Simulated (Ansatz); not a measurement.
## Lattice dynamics of Ta2CF2 monolayer

Wanted: phonon frequencies of Ta2CF2 monolayer and what follows from them.

Program: Ansatz 0.2.0. Level of theory: DFT PBE, scalar-relativistic, plane waves, PAW; PAW set soft_1. Results are calculated unless marked as measured.

### Step 1. The structure

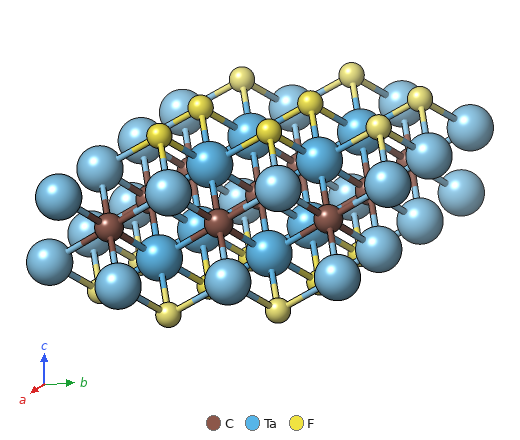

The cell as given, slightly off an axis (carbon brown, tantalum blue, fluorine yellow). 2×2×1 cells are drawn. Some periodic images of atoms are drawn too.

The cell holds 5 atoms: 1 C, 2 Ta and 2 F. Cell: a = 3.100 Å, b = 3.100 Å, c = 20.000 Å, α = 90.0°, β = 90.0°, γ = 120.0°. Vacuum lies along c.

### Step 2. Rough relaxation

The start is far from rest, so a relaxation with loose tolerances brings it close first.

The program solves this slab on a cell height of its own, 33.2 Å, in place of the one typed.

input.yaml

```yaml
crystal:
  lattice:
    - [3.1, 0.0, 0.0]
    - [-1.55, 2.68468, 0.0]
    - [0.0, 0.0, 20.0]
  atoms:
    - { symbol: C, position: [0.0, 0.0, 0.5] }
    - { symbol: Ta, position: [0.333333, 0.666667, 0.56] }
    - { symbol: Ta, position: [0.666667, 0.333333, 0.44] }
    - { symbol: F, position: [0.666667, 0.333333, 0.6175] }
    - { symbol: F, position: [0.333333, 0.666667, 0.3825] }
  periodic: [true, true, false]
kpoints:
  mp_grid: { grid: [9, 9, 1] }
hamiltonian:
  xc: pbe
  pseudopotentials: { kind: paw, azcp: { folder: soft_1 } }
scf:
  occupations: { method: gaussian, width: 0.1 }
output:
  forces: true
  stress: true
  eigenvalues: true
relax:
  adjacent_minimum: "off"
  f_tol: 0.05
  max_steps: 80
  cell: { stress_2d_tol: 0.02 }
```

On the command line:

```
$ ansatz run input.yaml --threads 4 --pin off --max-ram 16384MiB --backend cpu --events-out ev --progress --plain --runs-dir out
```

Numbers of over 12 decimals in the logs are rounded to 6 here.

The program printed:

```text
[...]
cell:  # Å, volume = 295.9498 Å³
    - [3.208298, 0, 0]
    - [-1.604149, 2.778467, 0]
    - [0, 0, 33.2]
  atoms:
    - { symbol: C, position: [0, 0, 0.301205] }
    - { symbol: Ta, position: [0.333333, 0.666667, 0.333905] }
    - { symbol: Ta, position: [0.666667, 0.333333, 0.268505] }
    - { symbol: F, position: [0.666667, 0.333333, 0.376058] }
    - { symbol: F, position: [0.333333, 0.666667, 0.226352] }
[key lines of the parts left out:]
SCF converged after 7 iterations
Free energy (F): -21736.456674 eV
Fermi energy:    -3.878655 eV
P = ½ c Tr σ = 0.0193 N/m
```

It took 30 s on 4 threads of Arm Neoverse V1, shared host; peak memory 0.68 GiB.

Step by step:

```csv
step,energy less that of the first step (eV),largest force component (eV/Å),volume (Å³)
1,0.0000,6.1008,276.31
2,-1.2122,2.4245,292.56
3,-1.4722,0.1180,294.43
4,-1.4741,0.0215,294.61
5,-1.4741,0.0006,295.10
6,-1.4741,0.0008,295.19
7*,-1.4866,0.0021,295.19
8,-1.4866,0.0005,295.95
9*,-1.4869,0.0005,295.95
```

Relaxation steps marked * repeat the geometry before them on a plane-wave basis chosen anew for their cell, so energy and pressure can jump there.

The run keeps the 12 symmetry operations that it works with, so distortions that break them were not tested.

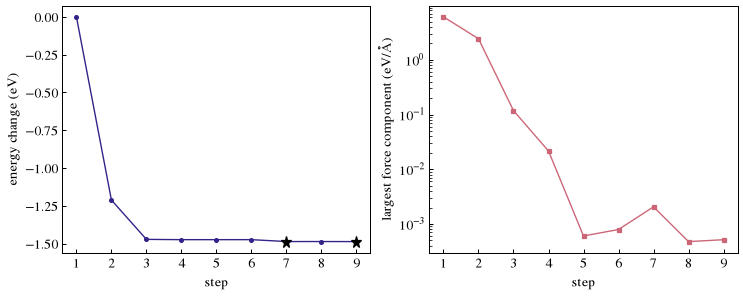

Energy and largest force along the relaxation. Stars mark steps on a basis chosen anew.

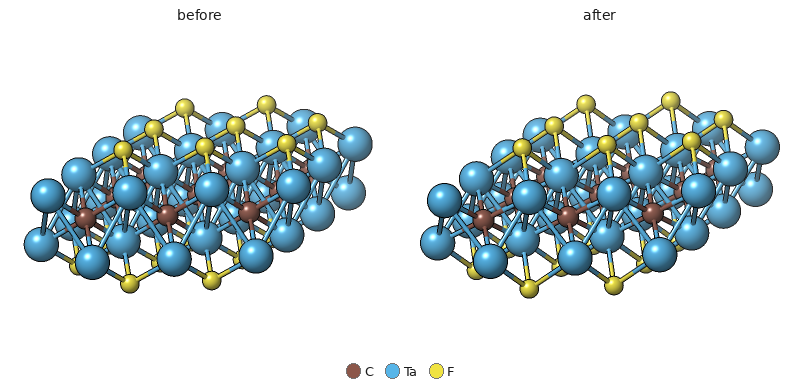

Before and after, at one scale.

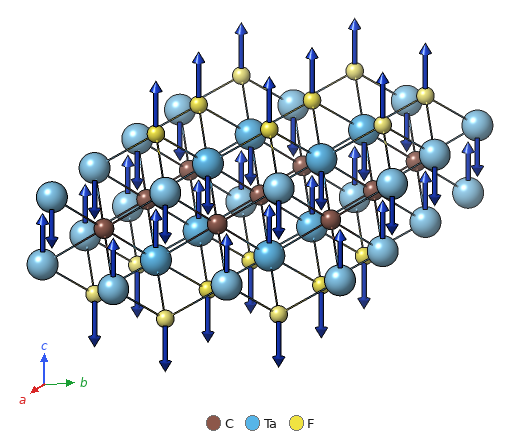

Displacements in the relaxation, exaggerated, measured against the changing cell; the longest in the cell stands for 0.14 Å. 2×2×1 cells are drawn. Some periodic images of atoms are drawn too.

```csv
cell as run,before,after,change
a (Å),3.100,3.208,+3.5 %
b (Å),3.100,3.208,+3.5 %
```

The atoms that moved most (Å, along periodic axes as changes of fractional coordinates times the final cell, across vacuum about the mean position):

```csv
atom,dx,dy,dz,length
F5,0.000,0.000,-0.135,0.135
F4,0.000,0.000,0.135,0.135
Ta3,0.000,0.000,0.114,0.114
Ta2,0.000,0.000,-0.114,0.114
```

Numbers from this step:

```yaml
gap_on_the_k_mesh: 0 eV
area_per_atom: 1.783 Å²
```

The relaxation ends with a largest force component of 5.2e-4 eV/Å.

### Step 3. Relaxation

Harmonic phonons are second derivatives at a point where the forces vanish, and they are wanted at zero stress, so atoms and cell are relaxed first.

input.yaml

```yaml
crystal:
  lattice:
    - [3.2082977312, 0.0, 0.0]
    - [-1.6041488656, 2.7784673381, 0.0]
    - [0.0, 0.0, 33.2]
  atoms:
    - { symbol: C, position: [0.0, 0.0, 0.3012048193] }
    - { symbol: Ta, position: [0.3333333333, 0.6666666667, 0.3339048137] }
    - { symbol: Ta, position: [0.6666666667, 0.3333333333, 0.2685048248] }
    - { symbol: F, position: [0.6666666667, 0.3333333333, 0.3760577035] }
    - { symbol: F, position: [0.3333333333, 0.6666666667, 0.226351935] }
  periodic: [true, true, false]
kpoints:
  mp_grid: { grid: [12, 12, 1] }
hamiltonian:
  xc: pbe
  pseudopotentials: { kind: paw, azcp: { folder: soft_1 } }
scf:
  occupations: { method: gaussian, width: 0.1 }
output:
  forces: true
  stress: true
  eigenvalues: true
  write_density: true
  write_potential: true
  elf: true
  volumetric_format: npy
relax:
  adjacent_minimum: "off"
  f_tol: 0.005
  max_steps: 80
  cell: { stress_2d_tol: 0.02 }
```

The program printed:

```text
[...]
Crystal: 5 atoms, lattice volume = 295.950 Å³
Basis set: ecut = 420 eV, 5871 PW (Γ), exchange–correlation on 48×48×450 points (8 copies of the dense FFT grid, shifted against one another)
Bands: 27, of which v1, the nominal top of the filled ones, is band 22 counted from 1 (21 counted from 0)
Symmetry: 12 space group operations
[...]
k-points: 19 of 144
[...]
SCF iter   1: F=—  HF=-21741.045416 eV  |F-HF|=—  |Δ(HF+E_count)|=         —  Δρ=5.78e-2  dr2=1.71e1  ethr=3.10e-3  ⟨swp⟩=11.8  Hψ=3700  notcnv=0
[...]
SCF iter  11: F=-21736.437852 eV  HF=-21736.437852 eV  |F-HF|=7.57e-10  |Δ(HF+E_count)|=   6.91e-9  Δρ=1.49e-7  dr2=6.32e-11  ethr=1.32e-12  ⟨swp⟩=10.6  Hψ=4622  notcnv=0
SCF 1 converged in 11 iterations: F = -21736.437852 eV  dr2 = 6.32e-11
[...]
relax step   1: F+E_penalty+E_count = -21736.43785185 eV  Δ(F+E_penalty+E_count) = +0.000e0 eV  max|allowed force component| = 6.037e-2 eV/Å  Δτ_max = 0.0000 Å  P = -0.001 N/m  Ω = 295.950 Å³  fix = [c, alpha, beta]  reactions: c -0.000 N/m  (11 SCF iters, dr2 threshold 1.00e-7 eV, accepted)
Crystal: 5 atoms, lattice volume = 295.388 Å³
Basis set: ecut = 420 eV, 5847 PW (Γ), exchange–correlation on 48×48×450 points (8 copies of the dense FFT grid, shifted against one another)
[...]
SCF iter   5: F=-21736.437993 eV  HF=-21736.437993 eV  |F-HF|=1.29e-8  |Δ(HF+E_count)|=   1.50e-8  Δρ=5.17e-6  dr2=7.31e-8  ethr=5.18e-10  ⟨swp⟩=22.3  Hψ=6728  notcnv=0
SCF 2 converged in 5 iterations: F = -21736.437993 eV  dr2 = 7.31e-8
relax step   2: F+E_penalty+E_count = -21736.43799344 eV  Δ(F+E_penalty+E_count) = -1.416e-4 eV  max|allowed force component| = 8.401e-2 eV/Å  Δτ_max = 0.0069 Å  P = -0.100 N/m  Ω = 295.388 Å³  energy of the carried Pulay correction = +2.160e-4 eV  fix = [c, alpha, beta]  (5 SCF iters, dr2 threshold 2.28e-7 eV, rejected (line search))
Crystal: 5 atoms, lattice volume = 295.639 Å³
[...]
SCF iter   9: F=-21736.438121 eV  HF=-21736.438121 eV  |F-HF|=0.00e0  |Δ(HF+E_count)|=  1.64e-10  Δρ=1.73e-8  dr2=5.08e-13  ethr=1.00e-12  ⟨swp⟩=13.3  Hψ=4092  notcnv=0
SCF 3 converged in 9 iterations: F = -21736.438121 eV  dr2 = 5.08e-13
relax step   3: F+E_penalty+E_count = -21736.43812062 eV  Δ(F+E_penalty+E_count) = -2.688e-4 eV  max|allowed force component| = 1.143e-3 eV/Å  Δτ_max = 0.0033 Å  P = -0.021 N/m  Ω = 295.639 Å³  energy of the carried Pulay correction = +1.194e-4 eV  fix = [c, alpha, beta]  reactions: c -0.000 N/m  (9 SCF iters, accepted)
[...]
relax step   4: F+E_penalty+E_count = -21736.43813270 eV  Δ(F+E_penalty+E_count) = -1.208e-5 eV  max|allowed force component| = 6.660e-4 eV/Å  Δτ_max = 0.0000 Å  P = -0.003 N/m  Ω = 295.610 Å³  energy of the carried Pulay correction = +1.308e-4 eV  fix = [c, alpha, beta]  reactions: c -0.000 N/m  (4 SCF iters, dr2 threshold 4.75e-10 eV, accepted)
[...]
SCF iter   1: F=—  HF=-21736.438150 eV  |F-HF|=—  |Δ(HF+E_count)|=         —  Δρ=4.53e-6  dr2=1.20e-8  ethr=9.09e-8  ⟨swp⟩=7.6  Hψ=6586  notcnv=0
eigensolver tolerance schedule: the retry pair's looser diagonalisation over-reported the residual by 3342.35 of it (diagonalisation noise at 0.11 of the residual, at the tolerance the schedule requests for it); recorded, not acted on — ethr = c·dr2/N_el stays at c = 1.0e-1
SCF iter   2: F=—  HF=-21736.437990 eV  |F-HF|=—  |Δ(HF+E_count)|=   1.60e-4  Δρ=3.81e-6  dr2=2.38e-8  ethr=2.72e-11  ⟨swp⟩=6.2  Hψ=2142  notcnv=0
[...]
SCF iter   6: F=-21736.437990 eV  HF=-21736.437990 eV  |F-HF|=3.64e-11  |Δ(HF+E_count)|=  8.73e-11  Δρ=1.21e-8  dr2=3.81e-13  ethr=1.00e-12  ⟨swp⟩=15.1  Hψ=3965  notcnv=0
SCF 5 converged in 6 iterations: F = -21736.437990 eV  dr2 = 3.81e-13
relax step   5: F+E_penalty+E_count = -21736.43798957 eV  Δ(F+E_penalty+E_count) = +1.431e-4 eV  max|allowed force component| = 6.549e-4 eV/Å  Δτ_max = 0.0000 Å  P = -0.007 N/m  Ω = 295.610 Å³  fix = [c, alpha, beta]  reactions: c -0.000 N/m  stress off target by 6.95e-3 N/m on what of the cell is left free  SCF on the basis re-selected at this cell (its energy is not comparable with the rows above)  (6 SCF iters)
basis re-selected at this cell: Δ(F+E_penalty+E_count) = +1.431e-4 eV, ΔP = -0.004 N/m vs the last step (what re-selecting the basis moved, of the pressure what is left beyond the Pulay correction that the steps carried, after the strain that the cell walked since its last selection, with what the two solves' SCF thresholds leave and, on support functions, any second-order correction that the steps lacked; it is no m [...]
WARN: The output density's exchange-correlation potential varies sharply where the density is thin. Do not read a vacuum level from v_tot or v_xc, or from such a field of the output density. On a cell that repeats whose density bears no net charge and no dipole along the vacuum's axis use v_es (v_loc + v_h of the components); under efield.dipole_correction with no amplitude use v_es + v_field, which holds any externa [...]
SCF converged after 6 iterations
Free energy (F): -21736.437990 eV
[...]
Internal energy: -21736.430880 eV  (E = F + TS)
E sigma→0 (E₀):  -21736.434435 eV
Entropy (-TS):   -0.007110 eV (-1.422 meV/atom)
Fermi energy:    -3.781514 eV
[...]
--- Forces (eV/Å), atoms counted from 1 ---
  atom   1  C      0.00000000     0.00000000     0.00000000
  atom   2  Ta     0.00000000    -0.00000000    -0.00065487
  atom   3  Ta    -0.00000000     0.00000000     0.00065487
  atom   4  F     -0.00000000     0.00000000     0.00045262
  atom   5  F      0.00000000    -0.00000000    -0.00045262
  max |Σ_I F_I| component: 1.85e-17 eV/Å
--- 2D stress c σ (N/m, compression-positive) ---
       -0.006953       0.000000      -0.000000
        0.000000      -0.006953      -0.000000
       -0.000000      -0.000000      -0.000000
  P = ½ c Tr σ = -0.0070 N/m
--- Band table (eV; the first three rows and the last of 19) ---
  k-point 0: bands = [... 18 lower, -8.9727, -8.9727, -5.5764, -5.5764, -4.3354, -3.2708, -2.4779, -2.4779, ... 1 higher]
  k-point 1: bands = [... 18 lower, -9.1826, -9.0044, -5.8075, -5.4182, -4.3014, -2.9578, -2.7050, -2.5251, ... 1 higher]
  k-point 2: bands = [... 18 lower, -9.4862, -9.0550, -6.3057, -4.9699, -4.2393, -3.0735, -2.5586, -2.3766, ... 1 higher]
  k-point 18: bands = [... 18 lower, -9.9338, -8.8388, -4.9885, -4.5060, -4.5060, -1.7668, -1.7256, -1.7256, ... 1 higher]
--- Relaxed structure (4 steps of the walk, 3 accepted, 1 SCFs on fresh bases) ---
[...]
cell:  # Å, volume = 295.6096 Å³
    - [3.206453, 0.0, 0]
    - [-1.603227, 2.776870, 0]
    - [0, 0, 33.2]
  atoms:
    - { symbol: C, position: [0, 0, 0.30120481926] }
    - { symbol: Ta, position: [0.333333, 0.666667, 0.333982] }
    - { symbol: Ta, position: [0.666667, 0.333333, 0.268427] }
    - { symbol: F, position: [0.666667, 0.333333, 0.376158] }
    - { symbol: F, position: [0.333333, 0.666667, 0.226252] }
```

Elapsed: 20 s, on 4 threads; peak memory 0.68 GiB.

Little changed from the start: no atom moved by 0.005 Å and no cell edge by 0.1 %.

This step gave:

- area per atom: 1.781 Å²

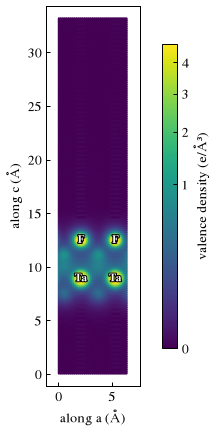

Valence density in the ac plane at fractional y = 0.333, with atoms of Ta and F within 0.2 Å of it. It is the smooth field of the valence electrons, not physical close to the nuclei. The colour scale is stretched toward low values.

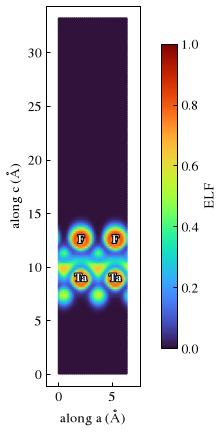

ELF in the ac plane at fractional y = 0.333, with atoms of Ta and F within 0.2 Å of it. It is the smooth field of the valence electrons, not physical close to the nuclei.

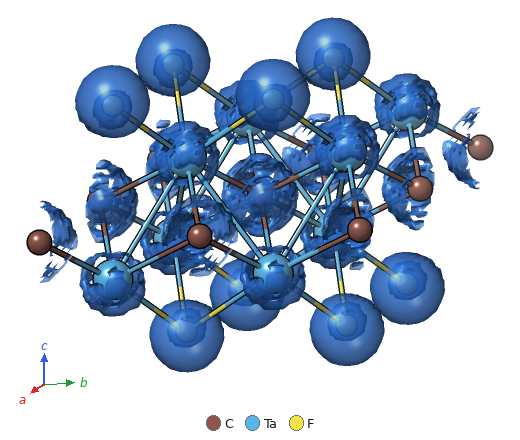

Surface of ELF = 0.75. 2×2×1 cells are drawn.

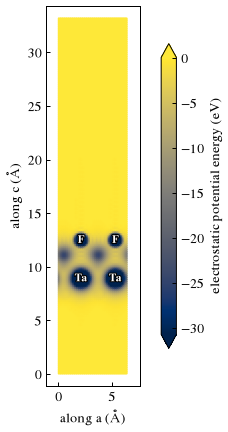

Electrostatic potential energy in the ac plane at fractional y = 0.333, with atoms of Ta and F within 0.2 Å of it. With pseudopotentials it is smooth inside the atoms' cores, unlike the true potential.

### Step 4. Relaxing to small forces for the phonons

Phonons need a cell at rest on their own settings, so the relaxation is repeated with tight tolerances on forces and stress on the k mesh and occupations of the first response run.

input.yaml, the sections that differ from step 3:

```yaml
crystal:
  lattice:
    - [3.206453187, 0.0, 0.0]
    - [-1.6032265935, 2.776869916, 0.0]
    - [0.0, 0.0, 33.2]
  atoms:
    - { symbol: C, position: [0.0, 0.0, 0.3012048193] }
    - { symbol: Ta, position: [0.3333333333, 0.6666666667, 0.3339822553] }
    - { symbol: Ta, position: [0.6666666667, 0.3333333333, 0.2684273832] }
    - { symbol: F, position: [0.6666666667, 0.3333333333, 0.376157653] }
    - { symbol: F, position: [0.3333333333, 0.6666666667, 0.2262519855] }
  periodic: [true, true, false]
scf:
  occupations: { method: methfessel_paxton, width: 0.2 }
relax:
  adjacent_minimum: "off"
  f_tol: 0.001
  max_steps: 60
  cell: { stress_2d_tol: 0.002 }
# kpoints, hamiltonian, output: as in step 3
```

The program printed:

```text
[...]
Crystal: 5 atoms, lattice volume = 295.610 Å³
Basis set: ecut = 420 eV, 5871 PW (Γ), exchange–correlation on 48×48×450 points (8 copies of the dense FFT grid, shifted against one another)
Bands: 27, of which v1, the nominal top of the filled ones, is band 22 counted from 1 (21 counted from 0)
Symmetry: 12 space group operations
[...]
k-points: 19 of 144
[...]
cell:  # Å, volume = 295.4861 Å³
    - [3.205784, 0.0, 0]
    - [-1.602892, 2.776290, 0]
    - [0, 0, 33.2]
  atoms:
    - { symbol: C, position: [0, 0, 0.30120481926] }
    - { symbol: Ta, position: [0.333333, 0.666667, 0.333994] }
    - { symbol: Ta, position: [0.666667, 0.333333, 0.268416] }
    - { symbol: F, position: [0.666667, 0.333333, 0.376182] }
    - { symbol: F, position: [0.333333, 0.666667, 0.226227] }
[key lines of the parts left out:]
SCF converged after 7 iterations
Free energy (F): -21736.436297 eV
Fermi energy:    -3.802691 eV
P = ½ c Tr σ = 0.0004 N/m
```

Wall time 19 s (4 threads); peak memory 0.68 GiB.

Little changed from the start: no atom moved by 0.005 Å and no cell edge by 0.1 %.

This step gave:

* area per atom: 1.78 Å²

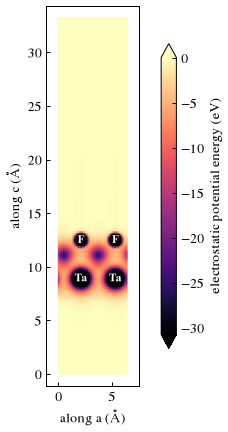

Electrostatic potential energy in the ac plane at fractional y = 0.333, with atoms of Ta and F within 0.2 Å of it. With pseudopotentials it is smooth inside the atoms' cores, unlike the true potential.

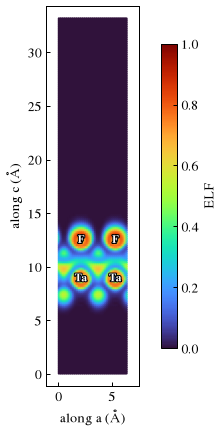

ELF in the ac plane at fractional y = 0.333, with atoms of Ta and F within 0.2 Å of it. It is the smooth field of the valence electrons, not physical close to the nuclei.

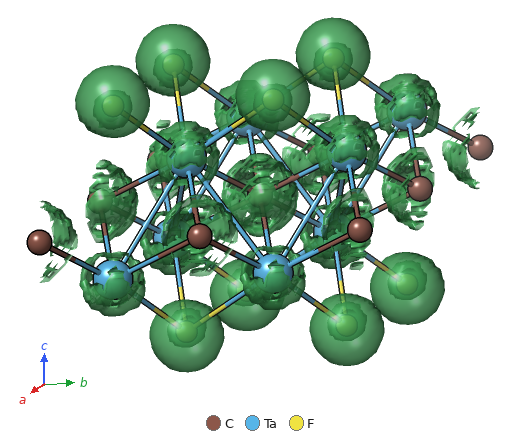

Surface of ELF = 0.75. 2×2×1 cells are drawn.

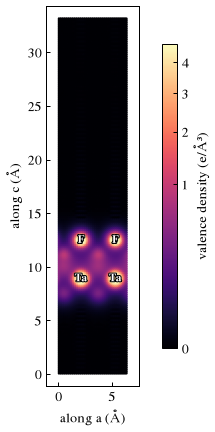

Valence density in the ac plane at fractional y = 0.333, with atoms of Ta and F within 0.2 Å of it. It is the smooth field of the valence electrons, not physical close to the nuclei. The colour scale is stretched toward low values.

The largest force component left is 0.22 meV/Å, within the tolerances set.

(Continued in part 2 of 2.)

[Logs are printed without paths, hosts, clocks, repeated set-up lines and the standing remarks that a program may print on its own settings, such as how far it seeks lower states.]

[Hosts, paths, dates, database ids (printed as entryN), source tags and the programs' standing remarks are cut or masked in the printed files.]
